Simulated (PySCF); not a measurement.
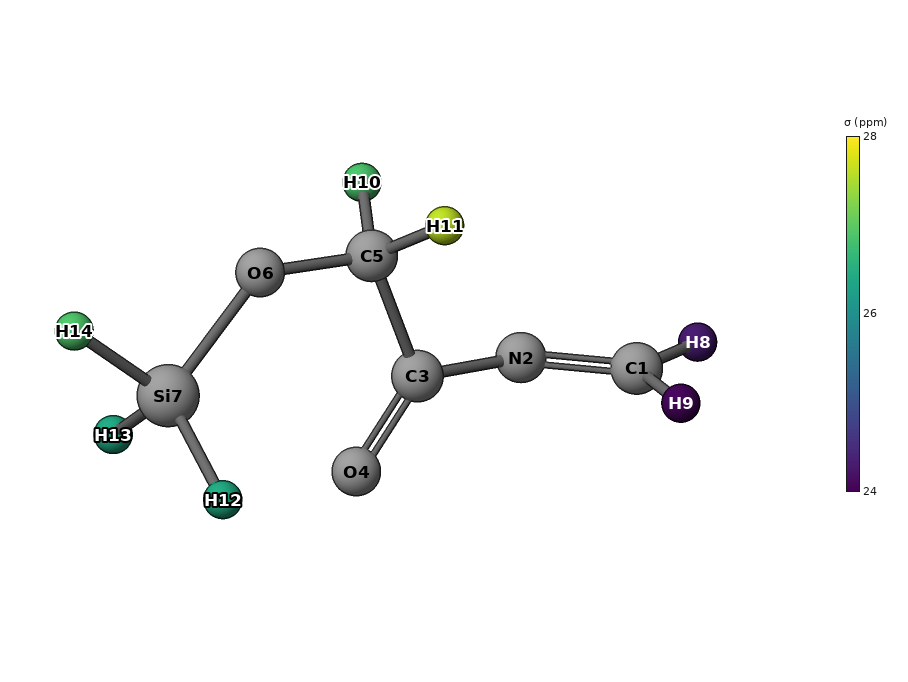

Atoms are coloured by their isotropic NMR shieldings (H only, the others grey). Computed geometry: GFN2-xTB optimisation. No frequency run is at hand to confirm it as a minimum. Method: GIAO PBE0/pcSseg-1 NMR shielding, non-relativistic, gas phase (PySCF 2.14.0).

List the isotropic NMR shieldings of the H atoms.

```json
{"atom": "H8", "σ (ppm)": "24.32"}
{"atom": "H9", "σ (ppm)": "24.09"}
{"atom": "H10", "σ (ppm)": "26.87"}
{"atom": "H11", "σ (ppm)": "27.60"}
{"atom": "H12", "σ (ppm)": "26.43"}
{"atom": "H13", "σ (ppm)": "26.41"}
{"atom": "H14", "σ (ppm)": "26.90"}
```

The geometry is semi-empirical. Around Si such bond lengths and angles can be off by a tenth of an ångström or more and by several degrees, and values that hang on the shape move with them.
